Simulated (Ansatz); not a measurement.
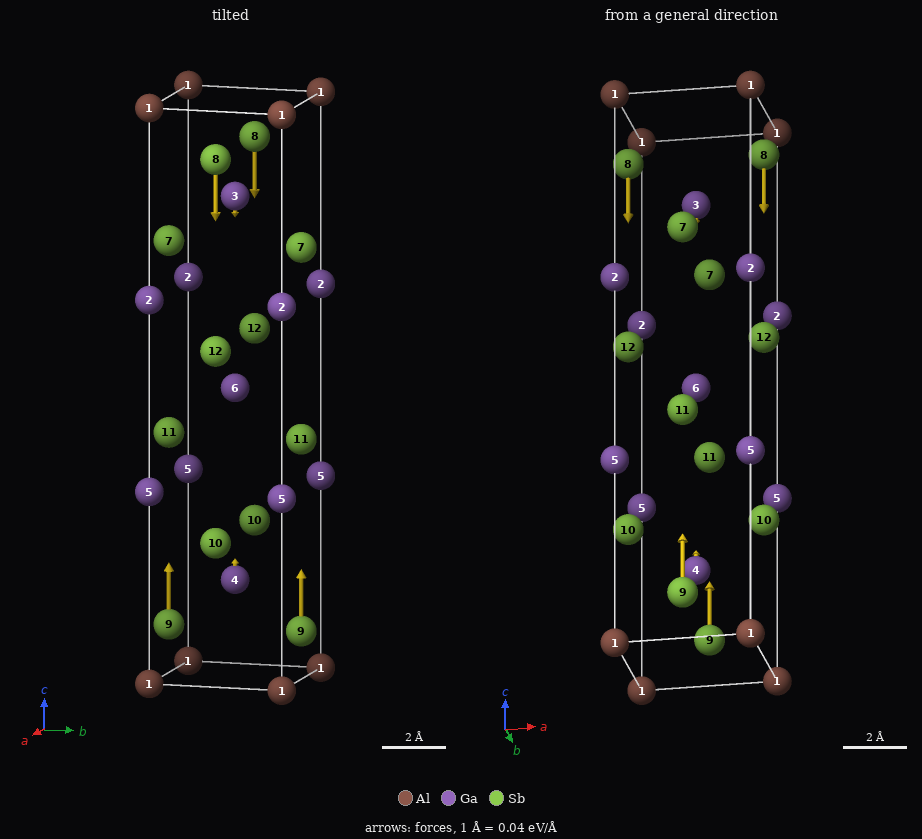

The image is a spheres-only drawing of a crystal, viewed slightly off an axis and from a general direction. Atoms at the boundary of the simulation cell (the box) are drawn once for each face, edge or corner they touch. The arrows are the computed forces on the atoms.

System: AlGa5Sb6. Computational set-up: DFT r2SCAN, scalar-relativistic, plane waves, PAW in Ansatz 0.2.0, E_cut = 500 eV, 8×8×2 k-points, Gaussian smearing of 0.1 eV, no spin polarisation.

**Is the structure at a minimum of the energy?**

No. The atoms still feel forces of up to about 0.062 eV/Å, above a usual threshold of 0.01 to 0.03 eV/Å.

**Name the atom under the greatest force.**

Sb8 and Sb9, about 0.062 eV/Å.

The initial geometry was a structure type filled with these elements by a generator (whether the compound takes this form wasn't checked). Earlier steps of the study, as a rule a relaxation of our own, may have changed the cell and positions, so they can lie some per cent off the listed ones. Ansatz was used for an electronic-structure calculation on it.
